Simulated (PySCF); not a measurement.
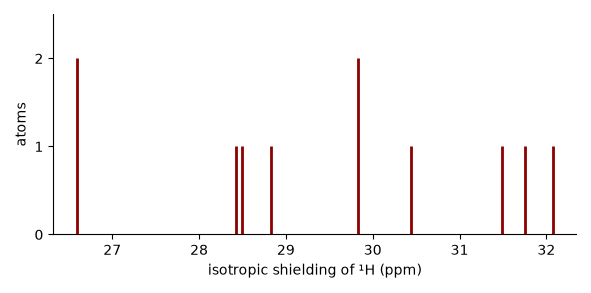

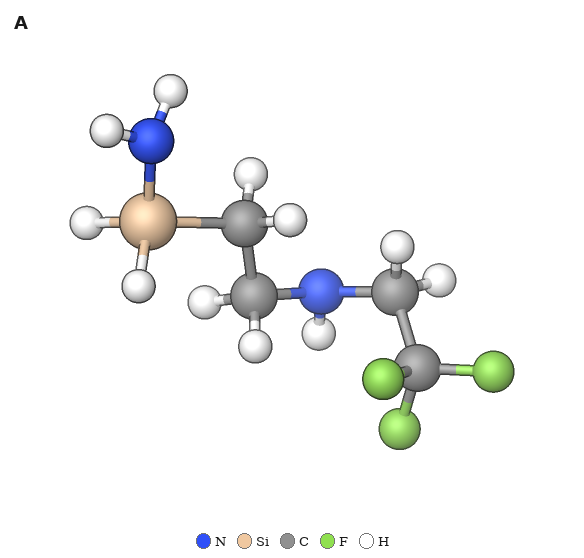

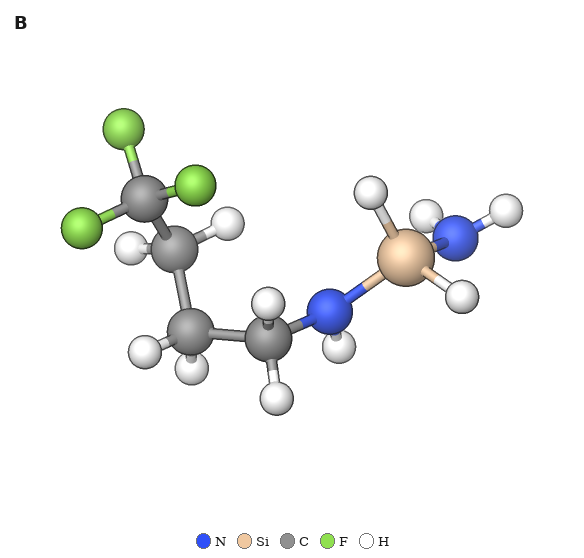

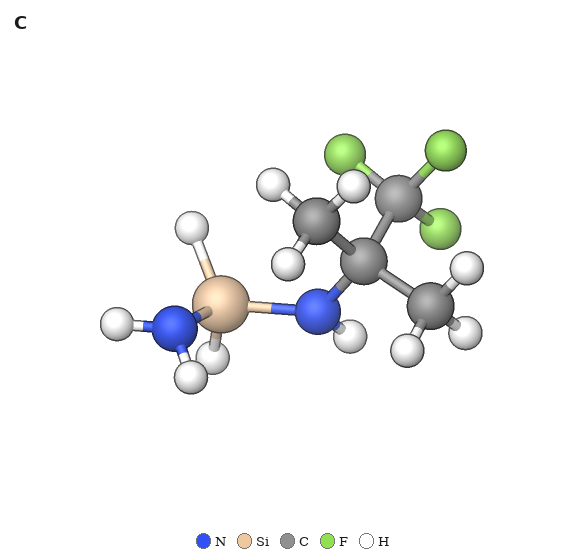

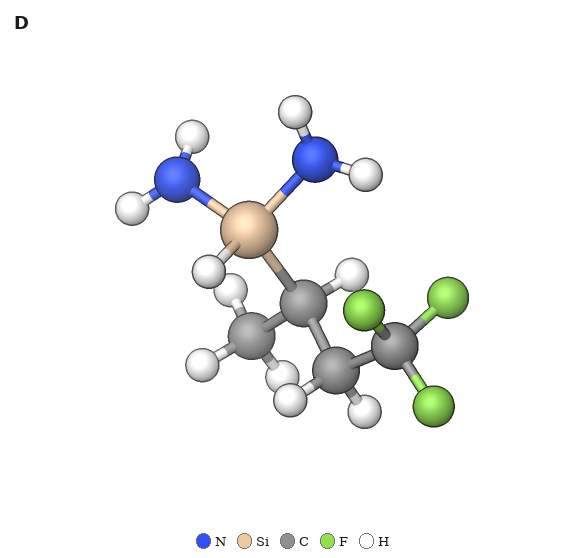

The sticks are computed shieldings of one of the molecules, for one fixed geometry (GFN2-xTB) without averaging over rotations. Low shielding means a high chemical shift. Method: GIAO PBE0/pcSseg-1 NMR shielding, non-relativistic, gas phase (PySCF 2.14.0).

### Match the spectrum to a structure.

B, `N[SiH2]NCCCC(F)(F)F`. Its 11 H atoms give lines at 26.59 (2 atoms), 28.43, 28.50, 28.83, 29.84 (2 atoms), 30.44, 31.49, 31.76, 32.07 ppm.

The geometry is semi-empirical. Around Si such bond lengths and angles can be off by a tenth of an ångström or more and by several degrees, and values that hang on the shape move with them.
